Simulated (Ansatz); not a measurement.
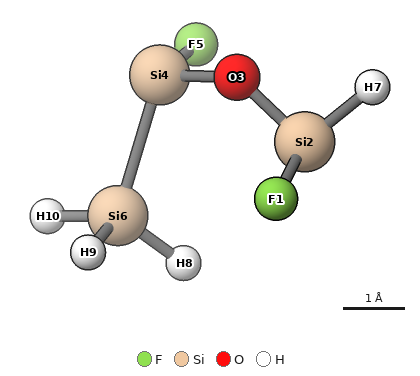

*The input geometry (ball-and-stick view, seen at a tilt; atoms are numbered from 1 in the order of the input).*

Bond lengths as drawn: F–Si 1.64 to 1.66 Å, H–Si 1.45 to 1.51 Å, O–Si 1.56 to 1.61 Å and Si–Si 2.46 Å.

Si3H4OF2: geometry relaxation (part 1 of 3)

System: Si3H4OF2.
Method: RKS LDA/def2-SVP (Ansatz 0.2.0).

The run did not end well. It belongs to a series of runs on one base structure; here: end point A relaxed.

Input:
```yaml
crystal:
  periodic: [false, false, false]
  atoms:
    - { symbol: F, position_ang: [-0.2102, -2.5137, -0.5653] }
    - { symbol: Si, position_ang: [-0.6194, -1.1733, -1.4553] }
    - { symbol: O, position_ang: [0.6564, -0.2841, -1.4605] }
    - { symbol: Si, position_ang: [1.0645, 0.9614, -0.5332] }
    - { symbol: F, position_ang: [0.2457, 2.231, -1.1774] }
    - { symbol: Si, position_ang: [0.0375, 0.5963, 1.6675] }
    - { symbol: H, position_ang: [-0.6945, -1.462, -2.9048] }
    - { symbol: H, position_ang: [-1.4026, 0.4478, 1.5562] }
    - { symbol: H, position_ang: [0.6484, -0.6132, 2.3274] }
    - { symbol: H, position_ang: [0.3573, 1.7587, 2.5485] }
basis:
  gaussian: { orbitals: def2-SVP }
hamiltonian:
  xc: lda
relax:
  f_tol: 0.015
  max_steps: 40
```

Launch command:
```bash
ansatz run input.yaml --threads 2 --pin off --max-ram 3072MiB --backend cpu --events-out ev --progress --plain --runs-dir out
```

Log:
```
The last accepted step is kept in [file] (removed where the run ends without a failure and the disk answers)
Engine: ansatz 0.2.0, x86_64-unknown-linux-gnu
Functional definition: SPW92
  exchange = slater_x
  correlation = pw_c
1259 factors; their error is unknown
mean field evaluation 1: about -31012.4338 eV, gradient 7.1e1 eV
mean field evaluation 2: about -30940.1806 eV, gradient 1.9e2 eV
mean field evaluation 4: about -31012.8958 eV, gradient 4.5e1 eV
mean field evaluation 8: about -31020.4865 eV, gradient 1.6e1 eV
mean field evaluation 16: about -31022.4115 eV, gradient 7.2e-3 eV
mean field -31022.30127492 eV, -1140.0485441821 hartree, gradient 9.6e-6 eV, S^2 0.000000; 1 other end points of the search recorded, 0 dependent functions left out
the calculation of the forces begins
reference -31022.30131244 eV, -1140.0485455611 hartree; 36, 36 occupied and 80, 80 virtual orbitals, 1259 factors
relax step   1: F+E_penalty+E_count = -31022.30127492 eV  Δ(F+E_penalty+E_count) = +0.000e0 eV  max|allowed force component| = 4.028e0 eV/Å  Δτ_max = 0.0000 Å  (88 SCF iters, accepted)
these checks for a lower state are left out or cut short: starts, cluster_reference, orbital_swaps, neighbouring_geometries, increment
1259 factors; their error is unknown
mean field evaluation 32: about -31023.0524 eV, gradient 1.1e-3 eV
mean field -31023.05240912 eV, -1140.0761478551 hartree, gradient 2.0e-5 eV, S^2 0.000000; 1 other end points of the search recorded, 0 dependent functions left out
[... from here on the field's lines of each further geometry are left out, up to the last ...]
relax step   2: F+E_penalty+E_count = -31023.05240912 eV  Δ(F+E_penalty+E_count) = -7.511e-1 eV  max|allowed force component| = 1.869e0 eV/Å  Δτ_max = 0.1945 Å  (72 SCF iters, accepted)
relax step   3: F+E_penalty+E_count = -31023.33878541 eV  Δ(F+E_penalty+E_count) = -2.864e-1 eV  max|allowed force component| = 7.491e-1 eV/Å  Δτ_max = 0.1923 Å  (79 SCF iters, accepted)
relax step   4: F+E_penalty+E_count = -31023.48581174 eV  Δ(F+E_penalty+E_count) = -1.470e-1 eV  max|allowed force component| = 4.244e-1 eV/Å  Δτ_max = 0.2000 Å  (78 SCF iters, accepted)
relax step   5: F+E_penalty+E_count = -31023.52823027 eV  Δ(F+E_penalty+E_count) = -4.242e-2 eV  max|allowed force component| = 3.750e-1 eV/Å  Δτ_max = 0.2000 Å  (77 SCF iters, accepted)
relax step   6: F+E_penalty+E_count = -31023.55991556 eV  Δ(F+E_penalty+E_count) = -3.169e-2 eV  max|allowed force component| = 3.107e-1 eV/Å  Δτ_max = 0.1631 Å  (62 SCF iters, accepted)
relax step   7: F+E_penalty+E_count = -31023.56884001 eV  Δ(F+E_penalty+E_count) = -8.924e-3 eV  max|allowed force component| = 4.036e-1 eV/Å  Δτ_max = 0.0325 Å  (65 SCF iters, accepted)
relax step   8: F+E_penalty+E_count = -31023.58027224 eV  Δ(F+E_penalty+E_count) = -1.143e-2 eV  max|allowed force component| = 2.125e-1 eV/Å  Δτ_max = 0.0499 Å  (65 SCF iters, accepted)
relax step   9: F+E_penalty+E_count = -31023.61927874 eV  Δ(F+E_penalty+E_count) = -3.901e-2 eV  max|allowed force component| = 4.695e-1 eV/Å  Δτ_max = 0.1950 Å  (70 SCF iters, accepted)
relax step  10: F+E_penalty+E_count = -31023.68427764 eV  Δ(F+E_penalty+E_count) = -6.500e-2 eV  max|allowed force component| = 6.921e-1 eV/Å  Δτ_max = 0.1942 Å  (68 SCF iters, accepted)
relax step  11: F+E_penalty+E_count = -31023.80359207 eV  Δ(F+E_penalty+E_count) = -1.193e-1 eV  max|allowed force component| = 8.849e-1 eV/Å  Δτ_max = 0.1947 Å  (59 SCF iters, accepted)
relax step  12: F+E_penalty+E_count = -31023.87384918 eV  Δ(F+E_penalty+E_count) = -7.026e-2 eV  max|allowed force component| = 1.400e0 eV/Å  Δτ_max = 0.1924 Å  (39 SCF iters, accepted)
relax step  13: F+E_penalty+E_count = -31024.03198758 eV  Δ(F+E_penalty+E_count) = -1.581e-1 eV  max|allowed force component| = 6.722e-1 eV/Å  Δτ_max = 0.1999 Å  (31 SCF iters, accepted)
relax step  14: F+E_penalty+E_count = -31024.19885153 eV  Δ(F+E_penalty+E_count) = -1.669e-1 eV  max|allowed force component| = 6.251e-1 eV/Å  Δτ_max = 0.1961 Å  (38 SCF iters, accepted)
relax step  15: F+E_penalty+E_count = -31024.34020326 eV  Δ(F+E_penalty+E_count) = -1.414e-1 eV  max|allowed force component| = 8.912e-1 eV/Å  Δτ_max = 0.1957 Å  (32 SCF iters, accepted)
relax step  16: F+E_penalty+E_count = -31024.46951737 eV  Δ(F+E_penalty+E_count) = -1.293e-1 eV  max|allowed force component| = 1.070e0 eV/Å  Δτ_max = 0.1956 Å  (31 SCF iters, accepted)
relax step  17: F+E_penalty+E_count = -31024.59564771 eV  Δ(F+E_penalty+E_count) = -1.261e-1 eV  max|allowed force component| = 9.116e-1 eV/Å  Δτ_max = 0.1989 Å  (32 SCF iters, accepted)
relax step  18: F+E_penalty+E_count = -31024.72127067 eV  Δ(F+E_penalty+E_count) = -1.256e-1 eV  max|allowed force component| = 4.965e-1 eV/Å  Δτ_max = 0.1995 Å  (30 SCF iters, accepted)
relax step  19: F+E_penalty+E_count = -31024.77690359 eV  Δ(F+E_penalty+E_count) = -5.563e-2 eV  max|allowed force component| = 3.728e-1 eV/Å  Δτ_max = 0.1991 Å  (37 SCF iters, accepted)
relax step  20: F+E_penalty+E_count = -31024.81489410 eV  Δ(F+E_penalty+E_count) = -3.799e-2 eV  max|allowed force component| = 2.877e-1 eV/Å  Δτ_max = 0.1941 Å  (31 SCF iters, accepted)
relax step  21: F+E_penalty+E_count = -31024.82569894 eV  Δ(F+E_penalty+E_count) = -1.080e-2 eV  max|allowed force component| = 2.000e-1 eV/Å  Δτ_max = 0.0803 Å  (32 SCF iters, accepted)
relax step  22: F+E_penalty+E_count = -31024.83280118 eV  Δ(F+E_penalty+E_count) = -7.102e-3 eV  max|allowed force component| = 5.622e-2 eV/Å  Δτ_max = 0.0459 Å  (32 SCF iters, accepted)
relax step  23: F+E_penalty+E_count = -31024.83693913 eV  Δ(F+E_penalty+E_count) = -4.138e-3 eV  max|allowed force component| = 6.427e-2 eV/Å  Δτ_max = 0.0585 Å  (32 SCF iters, accepted)
relax step  24: F+E_penalty+E_count = -31024.83975002 eV  Δ(F+E_penalty+E_count) = -2.811e-3 eV  max|allowed force component| = 1.113e-1 eV/Å  Δτ_max = 0.0775 Å  (31 SCF iters, accepted)
relax step  25: F+E_penalty+E_count = -31024.84124812 eV  Δ(F+E_penalty+E_count) = -1.498e-3 eV  max|allowed force component| = 8.882e-2 eV/Å  Δτ_max = 0.0446 Å  (31 SCF iters, accepted)
relax step  26: F+E_penalty+E_count = -31024.84250047 eV  Δ(F+E_penalty+E_count) = -1.252e-3 eV  max|allowed force component| = 1.058e-1 eV/Å  Δτ_max = 0.0804 Å  (30 SCF iters, accepted)
relax step  27: F+E_penalty+E_count = -31024.84329460 eV  Δ(F+E_penalty+E_count) = -7.941e-4 eV  max|allowed force component| = 6.676e-2 eV/Å  Δτ_max = 0.0351 Å  (30 SCF iters, accepted)
relax step  28: F+E_penalty+E_count = -31024.84368660 eV  Δ(F+E_penalty+E_count) = -3.920e-4 eV  max|allowed force component| = 4.716e-2 eV/Å  Δτ_max = 0.0253 Å  (30 SCF iters, accepted)
relax step  29: F+E_penalty+E_count = -31024.84507830 eV  Δ(F+E_penalty+E_count) = -1.392e-3 eV  max|allowed force component| = 4.939e-2 eV/Å  Δτ_max = 0.0307 Å  (30 SCF iters, accepted)
relax step  30: F+E_penalty+E_count = -31024.84578072 eV  Δ(F+E_penalty+E_count) = -7.024e-4 eV  max|allowed force component| = 7.682e-2 eV/Å  Δτ_max = 0.0350 Å  (31 SCF iters, accepted)
relax step  31: F+E_penalty+E_count = -31024.84655487 eV  Δ(F+E_penalty+E_count) = -7.742e-4 eV  max|allowed force component| = 1.292e-1 eV/Å  Δτ_max = 0.0596 Å  (31 SCF iters, accepted)
relax step  32: F+E_penalty+E_count = -31024.84703997 eV  Δ(F+E_penalty+E_count) = -4.851e-4 eV  max|allowed force component| = 1.239e-1 eV/Å  Δτ_max = 0.0218 Å  (31 SCF iters, accepted)
relax step  33: F+E_penalty+E_count = -31024.84783539 eV  Δ(F+E_penalty+E_count) = -7.954e-4 eV  max|allowed force component| = 8.419e-2 eV/Å  Δτ_max = 0.0467 Å  (31 SCF iters, accepted)
relax step  34: F+E_penalty+E_count = -31024.84821562 eV  Δ(F+E_penalty+E_count) = -3.802e-4 eV  max|allowed force component| = 7.586e-2 eV/Å  Δτ_max = 0.0458 Å  (30 SCF iters, accepted)
relax step  35: F+E_penalty+E_count = -31024.84838211 eV  Δ(F+E_penalty+E_count) = -1.665e-4 eV  max|allowed force component| = 1.102e-1 eV/Å  Δτ_max = 0.0778 Å  (29 SCF iters, accepted)
relax step  36: F+E_penalty+E_count = -31024.84882153 eV  Δ(F+E_penalty+E_count) = -4.394e-4 eV  max|allowed force component| = 9.144e-2 eV/Å  Δτ_max = 0.0139 Å  (31 SCF iters, accepted)
relax step  37: F+E_penalty+E_count = -31024.84905430 eV  Δ(F+E_penalty+E_count) = -2.328e-4 eV  max|allowed force component| = 7.633e-2 eV/Å  Δτ_max = 0.0057 Å  (31 SCF iters, accepted)
relax step  38: F+E_penalty+E_count = -31024.84951567 eV  Δ(F+E_penalty+E_count) = -4.614e-4 eV  max|allowed force component| = 2.742e-2 eV/Å  Δτ_max = 0.0112 Å  (33 SCF iters, accepted)
the calculation of the forces begins
reference -31024.84983680 eV, -1140.1422021038 hartree; 36, 36 occupied and 80, 80 virtual orbitals, 1259 factors
relax step  39: F+E_penalty+E_count = -31024.84979939 eV  Δ(F+E_penalty+E_count) = -2.837e-4 eV  max|allowed force component| = 2.868e-2 eV/Å  Δτ_max = 0.0253 Å  (30 SCF iters, accepted)
these checks for a lower state are left out or cut short: starts, cluster_reference, orbital_swaps, neighbouring_geometries, increment
1259 factors; their error is unknown
mean field -31024.85020679 eV, -1140.1422157009 hartree, gradient 2.4e-5 eV, S^2 0.000000; 0 other end points of the search recorded, 0 dependent functions left out
the calculation of the forces begins
reference -31024.85024437 eV, -1140.1422170819 hartree; 36, 36 occupied and 80, 80 virtual orbitals, 1259 factors
relax step  40: F+E_penalty+E_count = -31024.85020679 eV  Δ(F+E_penalty+E_count) = -4.074e-4 eV  max|allowed force component| = 5.697e-2 eV/Å  Δτ_max = 0.0663 Å  (29 SCF iters, accepted)
```

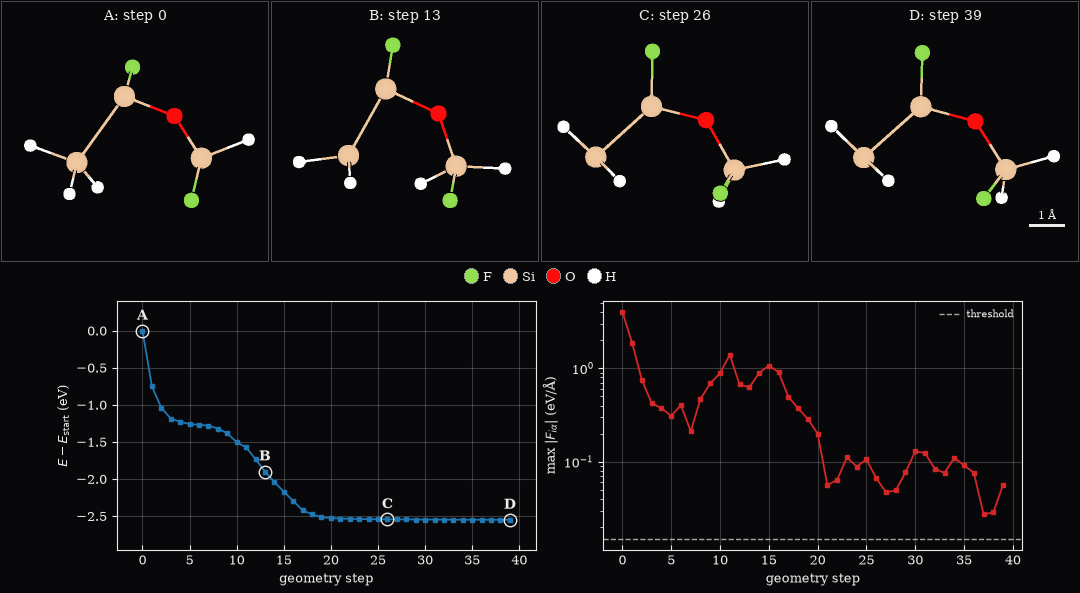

*Frames of the relaxation (ball-and-stick view, seen at a tilt) above the curves, on which the letters mark them (the first geometry is step 0 here and step 1 in the log).*

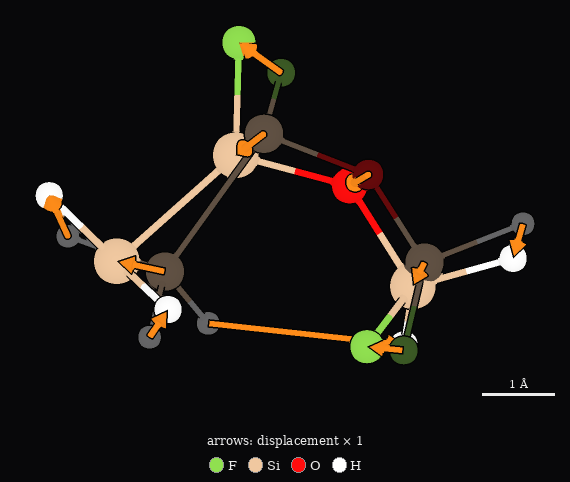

*Start (faint) and end (solid) with the displacements as orange arrows, at true length (ball-and-stick view, seen at a tilt). The two geometries are laid on each other by the best rigid fit.*

The relaxation stopped without meeting its thresholds, so the last structure isn't shown to be converged. The largest move after the best rigid fit is that of H8, 2.75 Å. By element the largest moves are H 2.75 Å, O 0.92 Å, F 0.85 Å, Si 0.76 Å. Among the contacts that change: Si6–H8 1.452 → 4.241 Å, Si2–H8 3.509 → 1.499 Å, Si4–Si6 2.456 → 2.231 Å, Si2–O3 1.555 → 1.663 Å. New bonds form: Si2–H8 (3.51 → 1.50 Å). Bonds break: Si6–H8 (1.45 → 4.24 Å). Among the angles that change: Si4–Si6–H9 110.0° → 82.4°, F5–Si4–Si6 104.9° → 130.0°, Si4–Si6–H10 108.9° → 90.6°. After 39 geometry steps the energy has fallen by 2.549 eV. The largest force component goes from 4 to 0.057 eV/Å. (Atoms are counted from 1 in the order of the input.)
